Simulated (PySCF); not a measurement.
**C₂H₆BClO: electronic excitations at several levels of theory**

How much do the electronic excitations of C₂H₆BClO (`COB(C)Cl`) depend on the level of theory, and what does each level cost?

The runs use PySCF 2.14.0, with density-fitted response routines of our own; the level of theory stands in each step. All values are computed, except where a source is named. Atoms count from 0, in the outputs and in this text.

### Step 1. The molecule as given

11 atoms, charge 0, multiplicity 1; geometry from: GFN2-xTB. The atoms were then displaced at random by about 0.01 Å, so the start is not that level's minimum.

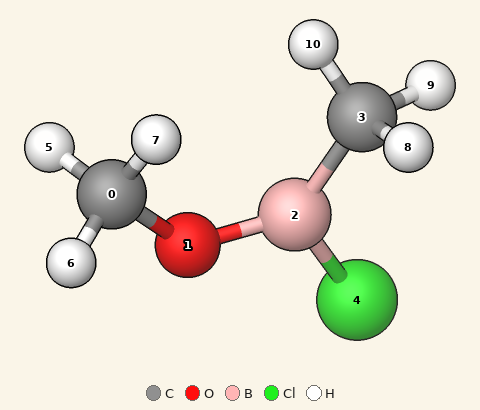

The starting geometry (carbon grey, oxygen red, boron pink, chlorine green, hydrogen white), atoms numbered; sticks join atoms by distance.

### Step 2. Optimising the geometry at PBE0-D3(BJ)/def2-SVP

Job settings and geometry (Å):

```
{"job": {"xc": "PBE0", "basis": "def2-SVP", "d3": "d3bj", "grid": 1, "shake": 0.01, "kind": "geom"}, "charge": 0, "multiplicity": 1}
C      1.685730    -0.275110    -0.270330
O      0.815520     0.868850    -0.190600
B     -0.511890     0.881660     0.017510
C     -1.414440    -0.366600     0.251150
Cl    -1.170130     2.480540     0.069370
H      1.948800    -0.388230    -1.320870
H      2.568710    -0.043840     0.316120
H      1.197560    -1.148440     0.094140
H     -1.482260    -0.623770     1.331340
H     -2.471240    -0.154380    -0.036080
H     -1.128260    -1.256510    -0.277410
```

Started as:

```sh
OMP_NUM_THREADS=1 python probes_run.py task.json out
```

This one command runs all jobs of the session in turn.

What it wrote:

```text
step   0  E = -639.55420343  max force = 0.039279
step   1  E = -639.55857943  max force = 0.009689
step   2  E = -639.55892065  max force = 0.005895
step   3  E = -639.55900250  max force = 0.002774
step   4  E = -639.55905855  max force = 0.000434
step   5  E = -639.55905982  max force = 0.000136
optimisation converged
```

It took 23 s on 1 thread of Arm Neoverse V1, shared host; peak memory 0.43 GiB.

Step by step:

| step | energy from step 0 (eV) | largest force component (eV/Å) |
| --- | --- | --- |
| 0 | 0.0000 | 2.0198 |
| 1 | -0.1191 | 0.4982 |
| 2 | -0.1284 | 0.3031 |
| 3 | -0.1306 | 0.1426 |
| 4 | -0.1321 | 0.0223 |
| 5 | -0.1321 | 0.0070 |

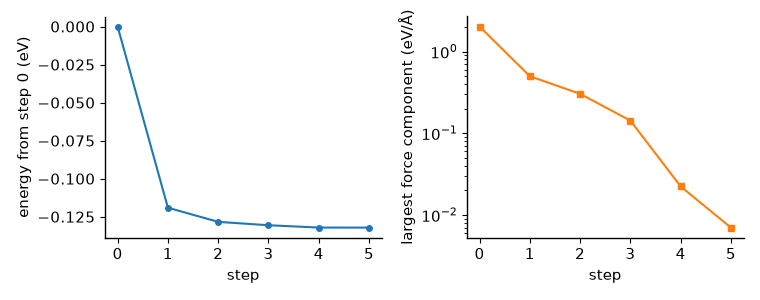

Energy and largest force along the relaxation.

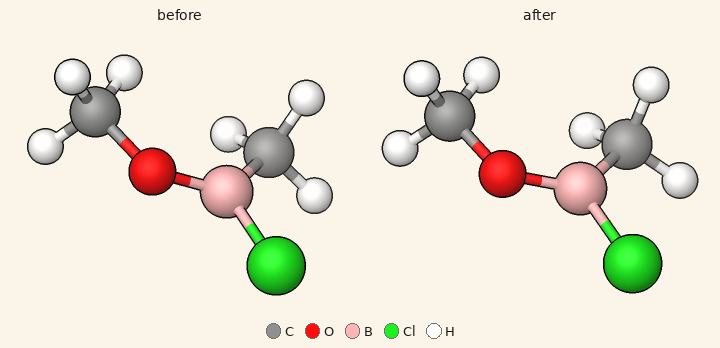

The geometry before (left) and after (right).

Close pairs (by a distance rule), those that changed most:

| bond | before (Å) | after (Å) | change (Å) |
| --- | --- | --- | --- |
| B2–Cl4 | 1.730 | 1.777 | +0.047 |
| C0–O1 | 1.440 | 1.403 | -0.037 |
| C0–H7 | 1.065 | 1.101 | +0.036 |
| C3–H10 | 1.074 | 1.101 | +0.027 |
| C3–H9 | 1.116 | 1.098 | -0.018 |
| C0–H6 | 1.085 | 1.100 | +0.015 |
| B2–C3 | 1.558 | 1.571 | +0.013 |
| C0–H5 | 1.089 | 1.101 | +0.012 |

The next job starts from the end point, and lists it.

| at the end point | value |
| --- | --- |
| point group (found at 0.08 Å tolerance) | C1 |
| rotational constants (GHz, main isotopes) | 6.767, 2.470, 1.852 |
| dipole moment (D) | 3.08 |

### Step 3. TDDFT and polarisability: PBE0/def2-TZVP

Job settings and geometry (Å):

```
{"job": {"kind": "uv", "xc": "PBE0", "basis": "def2-TZVP"}, "charge": 0, "multiplicity": 1}
C      1.576500    -0.284167    -0.412746
O      0.806230     0.884362    -0.314381
B     -0.488899     0.930837     0.035655
C     -1.388205    -0.305045     0.398656
Cl    -1.173347     2.569136     0.115090
H      1.817428    -0.479820    -1.469344
H      2.520175    -0.132985     0.132208
H      1.066435    -1.166516     0.003827
H     -1.211894    -0.580216     1.453868
H     -2.456656    -0.070598     0.303465
H     -1.166316    -1.197517    -0.206357
```

Level: TDDFT PBE0/def2-TZVP, vertical, gas phase, core orbitals frozen in the response.

What it wrote:

```text
coarse grid: 9688 points
cycle   1  E = -639.8418939963  dE =  4.340e-01  |g| = 6.103e-01  |ddm| = 2.321e+00
cycle   2  E = -639.7628676715  dE =  7.903e-02  |g| = 9.109e-01  |ddm| = 9.125e-01
cycle   3  E = -639.9119777568  dE = -1.491e-01  |g| = 1.218e-01  |ddm| = 5.597e-01
cycle   4  E = -639.9149562445  dE = -2.978e-03  |g| = 3.105e-02  |ddm| = 9.738e-02
cycle   5  E = -639.9151496974  dE = -1.935e-04  |g| = 5.624e-03  |ddm| = 2.037e-02
cycle   6  E = -639.9151566501  dE = -6.953e-06  |g| = 1.953e-03  |ddm| = 5.888e-03
final grid: 88816 points
cycle   7  E = -639.9084106801  dE = -5.448e-05  |g| = 1.069e-02  |ddm| = 4.973e-02
cycle   8  E = -639.9083881264  dE =  2.255e-05  |g| = 1.548e-02  |ddm| = 1.269e-02
cycle   9  E = -639.9084324830  dE = -4.436e-05  |g| = 1.663e-03  |ddm| = 7.642e-03
cycle  10  E = -639.9084330282  dE = -5.452e-07  |g| = 2.194e-04  |ddm| = 1.065e-03
cycle  11  E = -639.9084330376  dE = -9.430e-09  |g| = 7.155e-05  |ddm| = 1.927e-04
cycle  12  E = -639.9084330386  dE = -9.854e-10  |g| = 1.858e-05  |ddm| = 6.805e-05
converged SCF energy = -639.9084330386

Static polarisability (au): isotropic 54.283, principal 42.910 53.050 66.888

Singlet excitations
state   eV       nm        f      main configurations
  1   7.0123    176.8   0.00116   H->L 0.98
  2   7.5332    164.6   0.00146   H-2->L 0.95
  3   7.7976    159.0   0.17269   H-1->L 0.93
  4   8.2410    150.4   0.03285   H->L+1 0.94
  5   8.3330    148.8   0.02796   H-1->L+1 0.95
  6   8.7046    142.4   0.00343   H-2->L+1 0.83, H-3->L 0.11
  7   8.8193    140.6   0.09861   H-3->L 0.83, H-2->L+1 0.11
  8   9.1557    135.4   0.00123   H-4->L 0.93
  9   9.2631    133.8   0.00293   H-1->L+2 0.53, H-3->L+1 0.41
 10   9.3792    132.2   0.04317   H->L+2 0.81

Triplet excitations (Tamm-Dancoff, eV): 6.6639 6.6896 7.2188 7.6047
```

Run time: 26 s. Hardware: 1 thread of Arm Neoverse V1, shared host; peak memory 0.81 GiB.

Frontier orbitals and where they lie:

| orbital | eV | atoms |
| --- | --- | --- |
| HOMO−3 | -9.79 | Cl4 31 %, O1 21 %, B2 15 % |
| HOMO−2 | -9.14 | O1 36 %, Cl4 22 %, C3 12 % |
| HOMO−1 | -8.70 | Cl4 52 %, O1 24 %, B2 9 % |
| HOMO | -8.54 | Cl4 70 %, B2 12 %, C3 11 % |
| LUMO | 0.18 | B2 55 %, Cl4 13 %, O1 11 % |
| LUMO+1 | 0.80 | B2 30 %, H8 12 %, H10 10 % |
| LUMO+2 | 1.87 | C0 24 %, B2 19 %, H5 16 % |

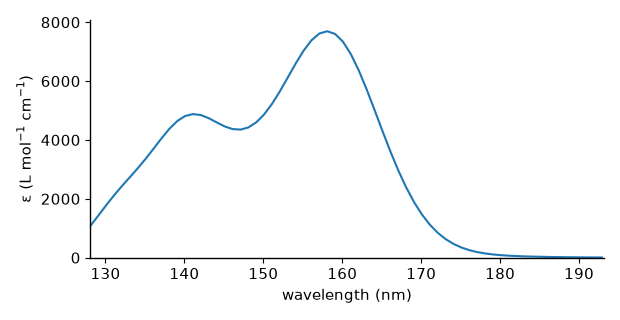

Absorption spectrum: each of the 10 states is a Gaussian band of 0.4 eV half-width at 1/e. Beyond the last state computed it falls off for lack of states.

Further results of this job:

| property | computed |
| --- | --- |
| dipole moment (D) | 3.02 |
| polarisability (Å³) | 8.04 |
| HOMO–LUMO gap (eV) | 8.72 |
| −ε(HOMO) (eV) | 8.54 |

### Step 4. Ultraviolet spectrum: PBE0/aug-cc-pVDZ

The job, as its differences from that of step 3:

```diff
@@ -1,2 +1,2 @@
-{"job": {"kind": "uv", "xc": "PBE0", "basis": "def2-TZVP"}, "charge": 0, "multiplicity": 1}
+{"job": {"kind": "uv", "xc": "PBE0", "basis": "aug-cc-pVDZ"}, "charge": 0, "multiplicity": 1}
 C      1.576500    -0.284167    -0.412746
```

Method: TDDFT PBE0/aug-cc-pVDZ, vertical, gas phase, core orbitals frozen in the response.

What it wrote:

```text
coarse grid: 9688 points
cycle   1  E = -639.7710419680  dE =  4.639e-01  |g| = 5.708e-01  |ddm| = 6.670e+00
cycle   2  E = -639.6991154061  dE =  7.193e-02  |g| = 8.501e-01  |ddm| = 1.844e+00
cycle   3  E = -639.8369792556  dE = -1.379e-01  |g| = 1.152e-01  |ddm| = 1.019e+00
cycle   4  E = -639.8398933954  dE = -2.914e-03  |g| = 2.224e-02  |ddm| = 2.130e-01
cycle   5  E = -639.8400096852  dE = -1.163e-04  |g| = 5.336e-03  |ddm| = 4.678e-02
cycle   6  E = -639.8400168095  dE = -7.124e-06  |g| = 1.086e-03  |ddm| = 1.252e-02
final grid: 88816 points
cycle   7  E = -639.8526631990  dE = -1.914e-05  |g| = 9.518e-03  |ddm| = 1.004e-01
cycle   8  E = -639.8526455332  dE =  1.767e-05  |g| = 1.359e-02  |ddm| = 3.397e-02
cycle   9  E = -639.8526824697  dE = -3.694e-05  |g| = 1.515e-03  |ddm| = 1.760e-02
cycle  10  E = -639.8526829713  dE = -5.015e-07  |g| = 1.305e-04  |ddm| = 2.285e-03
cycle  11  E = -639.8526829750  dE = -3.718e-09  |g| = 5.307e-05  |ddm| = 3.579e-04
cycle  12  E = -639.8526829758  dE = -7.585e-10  |g| = 1.516e-05  |ddm| = 1.374e-04
converged SCF energy = -639.8526829758

Static polarisability (au): isotropic 58.389, principal 46.330 57.619 71.218

Singlet excitations
state   eV       nm        f      main configurations
  1   6.9930    177.3   0.00117   H->L+1 0.93
  2   7.4689    166.0   0.03315   H->L 0.88
  3   7.5135    165.0   0.00555   H-2->L+1 0.84
  4   7.5682    163.8   0.03318   H-1->L 0.88
  5   7.7335    160.3   0.17065   H-1->L+1 0.86
  6   7.9561    155.8   0.01386   H-2->L 0.75, H->L+2 0.14
  7   8.1144    152.8   0.02411   H->L+2 0.64, H-2->L 0.17, H->L 0.08
  8   8.1408    152.3   0.00520   H-1->L+2 0.80
  9   8.3505    148.5   0.01076   H->L+3 0.64, H->L+4 0.15, H->L+2 0.12
 10   8.3858    147.9   0.00125   H->L+4 0.77, H->L+3 0.18

Triplet excitations (Tamm-Dancoff, eV): 6.6528 6.6775 7.2148 7.3812
```

Run time: 22 s. Hardware: 1 thread of Arm Neoverse V1, shared host; peak memory 0.78 GiB.

In short: HOMO -8.57 eV, LUMO -0.22 eV; lowest singlet 6.99 eV.

### Step 5. Excited states and response: PBE0/def2-TZVPD

The job, as its differences from that of step 4:

```diff
@@ -1,2 +1,2 @@
-{"job": {"kind": "uv", "xc": "PBE0", "basis": "aug-cc-pVDZ"}, "charge": 0, "multiplicity": 1}
+{"job": {"kind": "uv", "xc": "PBE0", "basis": "def2-TZVPD"}, "charge": 0, "multiplicity": 1}
 C      1.576500    -0.284167    -0.412746
```

Method: TDDFT PBE0/def2-TZVPD, vertical, gas phase, core orbitals frozen in the response.

What it wrote:

```text
coarse grid: 9688 points
cycle   1  E = -639.8431550793  dE =  4.345e-01  |g| = 6.096e-01  |ddm| = 2.611e+00
cycle   2  E = -639.7622070641  dE =  8.095e-02  |g| = 9.153e-01  |ddm| = 1.460e+00
cycle   3  E = -639.9131073998  dE = -1.509e-01  |g| = 1.225e-01  |ddm| = 7.889e-01
cycle   4  E = -639.9161222407  dE = -3.015e-03  |g| = 3.154e-02  |ddm| = 1.135e-01
cycle   5  E = -639.9163227844  dE = -2.005e-04  |g| = 5.432e-03  |ddm| = 3.056e-02
cycle   6  E = -639.9163291877  dE = -6.403e-06  |g| = 2.001e-03  |ddm| = 8.366e-03
final grid: 88816 points
cycle   7  E = -639.9096072661  dE = -5.806e-05  |g| = 1.072e-02  |ddm| = 1.841e-01
cycle   8  E = -639.9095844060  dE =  2.286e-05  |g| = 1.556e-02  |ddm| = 1.834e-02
cycle   9  E = -639.9096291854  dE = -4.478e-05  |g| = 1.684e-03  |ddm| = 1.015e-02
cycle  10  E = -639.9096297453  dE = -5.599e-07  |g| = 2.240e-04  |ddm| = 1.544e-03
cycle  11  E = -639.9096297552  dE = -9.853e-09  |g| = 7.469e-05  |ddm| = 3.050e-04
cycle  12  E = -639.9096297562  dE = -1.088e-09  |g| = 1.936e-05  |ddm| = 9.351e-05
cycle  13  E = -639.9096297563  dE = -9.300e-11  |g| = 4.673e-06  |ddm| = 2.085e-05
converged SCF energy = -639.9096297563

Static polarisability (au): isotropic 58.784, principal 46.983 58.034 71.335

Singlet excitations
state   eV       nm        f      main configurations
  1   6.9650    178.0   0.00102   H->L+1 0.82, H->L 0.16
  2   7.4870    165.6   0.00260   H-2->L+1 0.78, H-2->L 0.15
  3   7.5805    163.6   0.04265   H->L 0.78, H->L+1 0.14
  4   7.6628    161.8   0.09688   H-1->L 0.80, H-1->L+1 0.11
  5   7.7526    159.9   0.11455   H-1->L+1 0.79, H-1->L 0.14
  6   8.0853    153.3   0.00917   H-2->L 0.75, H-2->L+1 0.13
  7   8.3613    148.3   0.00277   H-1->L+2 0.87, H-3->L 0.08
  8   8.3736    148.1   0.01814   H->L+2 0.81
  9   8.7034    142.5   0.05418   H-3->L 0.39, H-3->L+1 0.26, H->L+3 0.13
 10   8.7101    142.3   0.01027   H->L+3 0.72, H-3->L 0.09

Triplet excitations (Tamm-Dancoff, eV): 6.6228 6.6545 7.1787 7.4728
```

Run time: 41 s. Hardware: 1 thread of Arm Neoverse V1, shared host; peak memory 0.92 GiB.

In short: HOMO -8.57 eV, LUMO -0.01 eV; lowest singlet 6.96 eV.

### Step 6. Excited states and response: PBE0/6-31+G*

The job, as its differences from that of step 5:

```diff
@@ -1,2 +1,2 @@
-{"job": {"kind": "uv", "xc": "PBE0", "basis": "def2-TZVPD"}, "charge": 0, "multiplicity": 1}
+{"job": {"kind": "uv", "xc": "PBE0", "basis": "6-31+G*"}, "charge": 0, "multiplicity": 1}
 C      1.576500    -0.284167    -0.412746
```

With the program's defaults for keys left out, this is: TDDFT PBE0/6-31+G*, vertical, gas phase, core orbitals frozen in the response.

What it wrote:

```text
coarse grid: 9688 points
cycle   1  E = -639.7842322934  dE =  4.530e-01  |g| = 5.667e-01  |ddm| = 2.867e+00
cycle   2  E = -639.7174210283  dE =  6.681e-02  |g| = 8.315e-01  |ddm| = 1.075e+00
cycle   3  E = -639.8506676534  dE = -1.332e-01  |g| = 1.125e-01  |ddm| = 6.419e-01
cycle   4  E = -639.8534909546  dE = -2.823e-03  |g| = 2.167e-02  |ddm| = 1.197e-01
cycle   5  E = -639.8536029746  dE = -1.120e-04  |g| = 5.079e-03  |ddm| = 2.276e-02
cycle   6  E = -639.8536096586  dE = -6.684e-06  |g| = 1.072e-03  |ddm| = 7.365e-03
final grid: 88816 points
cycle   7  E = -639.8091039602  dE = -1.147e-05  |g| = 9.515e-03  |ddm| = 2.524e-02
cycle   8  E = -639.8090863996  dE =  1.756e-05  |g| = 1.358e-02  |ddm| = 1.628e-02
cycle   9  E = -639.8091236261  dE = -3.723e-05  |g| = 1.456e-03  |ddm| = 9.680e-03
cycle  10  E = -639.8091240993  dE = -4.732e-07  |g| = 1.109e-04  |ddm| = 1.238e-03
cycle  11  E = -639.8091241020  dE = -2.672e-09  |g| = 4.280e-05  |ddm| = 2.271e-04
cycle  12  E = -639.8091241025  dE = -5.091e-10  |g| = 1.212e-05  |ddm| = 8.070e-05
converged SCF energy = -639.8091241025

Static polarisability (au): isotropic 51.522, principal 39.720 49.970 64.877

Singlet excitations
state   eV       nm        f      main configurations
  1   7.0765    175.2   0.00143   H->L+1 0.88
  2   7.5767    163.6   0.02681   H->L 0.68, H-2->L+1 0.24
  3   7.5842    163.5   0.01569   H-2->L+1 0.60, H->L 0.17, H-2->L 0.08
  4   7.6886    161.3   0.04494   H-1->L 0.90
  5   7.8474    158.0   0.16246   H-1->L+1 0.88
  6   8.0829    153.4   0.01230   H-2->L 0.75, H->L+2 0.14
  7   8.2668    150.0   0.02887   H->L+2 0.71, H-2->L 0.14
  8   8.2941    149.5   0.00379   H-1->L+2 0.88
  9   8.6051    144.1   0.00969   H->L+3 0.88
 10   8.6584    143.2   0.00430   H-1->L+3 0.80, H-3->L 0.11

Triplet excitations (Tamm-Dancoff, eV): 6.7384 6.7671 7.2879 7.4781
```

It took 11 s on 1 thread of Arm Neoverse V1, shared host; peak memory 0.56 GiB.

This run: HOMO -8.55 eV, LUMO -0.03 eV; lowest singlet 7.08 eV.

### Step 7. Side by side: electronic excitations

Excitations and ground-state properties, with basis size and wall time:

| run | lowest singlet (eV) | brightest (eV) | f | gap (eV) | α (Å³) | μ (D) | functions | time |
| --- | --- | --- | --- | --- | --- | --- | --- | --- |
| PBE0/def2-TZVP | 7.01 | 7.80 | 0.173 | 8.72 | 8.04 | 3.02 | 197 | 26 s |
| PBE0/aug-cc-pVDZ | 6.99 | 7.73 | 0.171 | 8.35 | 8.65 | 3.10 | 173 | 22 s |
| PBE0/def2-TZVPD | 6.96 | 7.75 | 0.115 | 8.56 | 8.71 | 3.04 | 251 | 41 s |
| PBE0/6-31+G* | 7.08 | 7.85 | 0.162 | 8.52 | 7.63 | 3.34 | 106 | 11 s |

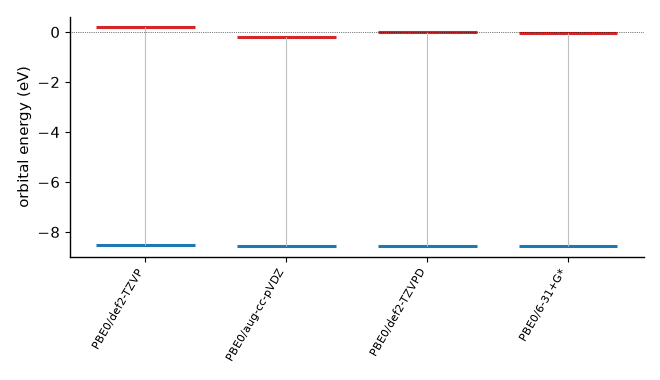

HOMO (blue) and LUMO (red) run by run.

### Step 8. Results

| quantity | value |
| --- | --- |
| point group | C1 |
| rotational constants (main isotopes) | 6.77, 2.47, 1.85 GHz |
| lowest singlet (PBE0/def2-TZVP) | 7.01 eV (177 nm), f = 0.001 |
| brightest single state of those computed | state 3, 7.80 eV, f = 0.173 |
| lowest triplet | 6.66 eV |
| range of the lowest singlet | 6.96 to 7.08 eV |

Single values in the summary come from the first run of each kind that ended normally (PBE0/def2-TZVP), which need not be the best level. The optimisation took 5 steps and gained 0.132 eV; among the close pairs (by a distance rule), B2–Cl4 changed most, from 1.730 to 1.777 Å. The lowest singlet, at 7.01 eV, is HOMO→LUMO 0.98 and is weak; of the 10 states computed, the strongest absorption comes from state 3 at 7.80 eV. The lowest triplet lies 0.35 eV below the lowest singlet (triplets in Tamm-Dancoff, singlets in full TDDFT). The basis of PBE0/def2-TZVP has no diffuse functions, so Rydberg states are missing and the high states are unreliable. The lowest singlet runs from 6.96 eV (PBE0/def2-TZVPD) to 7.08 eV (PBE0/6-31+G*), while the orbital gap spans 8.35 to 8.72 eV. The lowest state need not be the same one in every run.
